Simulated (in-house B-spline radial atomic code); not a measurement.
Many-body perturbation calculation for P³⁺

System: P³⁺, core [Ne] 3s2.
Method: relativistic RPA (time-dependent Dirac-Hartree-Fock) and second-order many-body perturbation theory, no-pair Dirac-Coulomb, closed shell, B-spline basis (in-house B-spline radial atomic code).

### The input
```
basis_form = 2
Z = 15
core_configuration = [Ne] 3s2
rms_radius = 3.1889
mass_number = 31
speed_of_light = 137.035999084
box_radius = 14.844
lmax = 7
intervals = 65
virtual_cutoff = 5625.0
```

Hardware: 1 CPU thread, shared host.

The run was one of a batch that the task file lists, launched with:
```bash
python <driver script> task.json out
```

The program writes its results to a structured record and prints no log; tables and figures of this report are taken from that record.

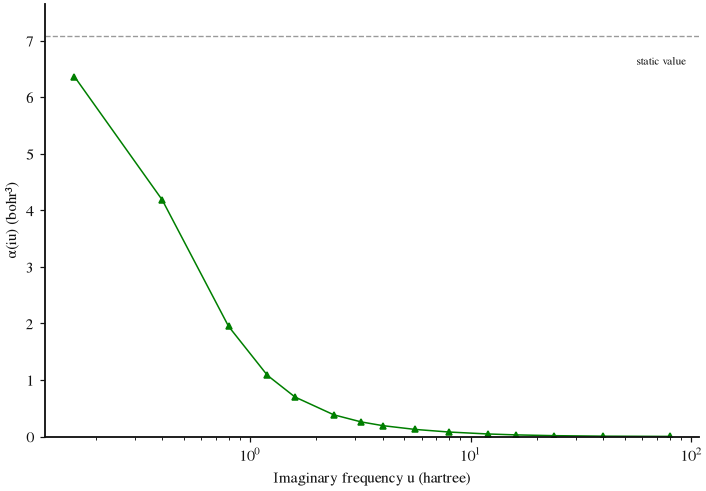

Figure 1. Dipole polarisability at imaginary frequency of P IV (P³⁺), [Ne] 3s². Relativistic RPA on Dirac–Hartree–Fock, no-pair Dirac–Coulomb, finite nucleus, computed with a B-spline radial code. The static dipole polarisability is 7.08 bohr³; α(iu) falls to half of it near u = 0.49 hartree. The Casimir–Polder integral gives C₆ = 18.5 hartree bohr⁶ for two such species.

### Results in brief

- outcome: converged
- wall time: 1.9 s

### Remarks

Caveats: RPA puts the weak triplet-like excitations of an outer s2 shell too low.
